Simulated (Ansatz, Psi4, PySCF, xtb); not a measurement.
GeH4 (SMILES [GeH4]) and H4OSi (SMILES O[SiH3]) are pulled apart as rigid monomers along the line of their centres of mass, from the B3LYP-D3(BJ)/def2-TZVP minimum. Starting geometry (charge 0, multiplicity 1):
```xyz
11

Ge     0.393    -0.392     0.443
H     -0.903    -1.193     0.625
H      1.371    -0.700     1.584
H      0.084     1.110     0.401
H      1.044    -0.801    -0.893
O     -0.920     0.443     3.296
Si    -0.147     0.327     4.755
H     -1.822     0.771     3.275
H     -0.036     1.650     5.415
H      1.196    -0.202     4.452
H     -0.861    -0.592     5.675
```

Interaction energies with rigid monomers; basis-set methods are counterpoise corrected unless marked otherwise.

Correlated levels freeze the cores. Filled d and f shells under p-block atoms count as core. Rows in LANL2DZ carry no dispersion term and start afresh at each structure. LANL2DZ brings its own core potentials from Na on.

Programs: Ansatz (Gaussian basis) for Hartree–Fock, density functionals and correlated methods; Psi4 for SAPT; PySCF for LANL2DZ rows; xtb for the GFN methods. Each number belongs to the level named beside it.

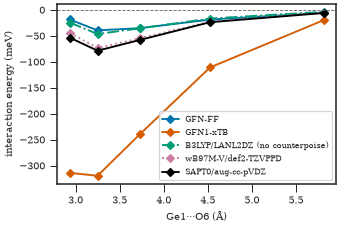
Interaction energy against separation

### Question
Which level binds most strongly at Ge1···O6 = 3.25, and by how much?

### Answer
GFN1-xTB, -320 meV.

Ansatz is a quantum-chemistry and plane-wave program.
